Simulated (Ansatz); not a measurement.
The relaxed structure here is a generated cell of SnS2: the first start was made by placing the elements on the sites of a structure type, and the end was not matched to a known phase here, so it may be hypothetical. Known forms of SnS2 include space group No. 164.

A relaxed structure of SnS$_{2}$. All values below come from PBE (plane waves to 420 eV, PAW, scalar-relativistic; Ansatz, a program for electronic structure).

Cccm (No. 66), oS12; a = 4.972 Å, b = 7.737 Å, c = 7.982 Å, α = 90.00°, β = 90.00°, γ = 90.00°.

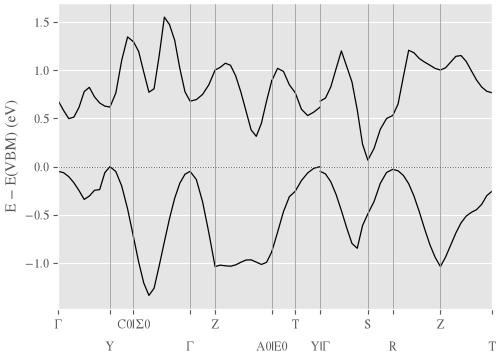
Figure: Highest filled and lowest empty band along the path of this cell's Brillouin zone

Q: Read off the gap and say whether it is direct.

A: 0.07 eV, indirect (valence top at Y, conduction bottom at S) (no spin-orbit coupling).

Q: How far does the top valence band disperse along this path?

A: About 1.3 eV.

The relaxed cell holds bonded S–S pairs (2.10 Å). No spin polarisation in the result.

The run could not lose the symmetry of its start, so the end can be a saddle point.

It was reached from a disturbed copy of a Cmmm (No. 65) cell, against which it lies -0.06 eV/atom.
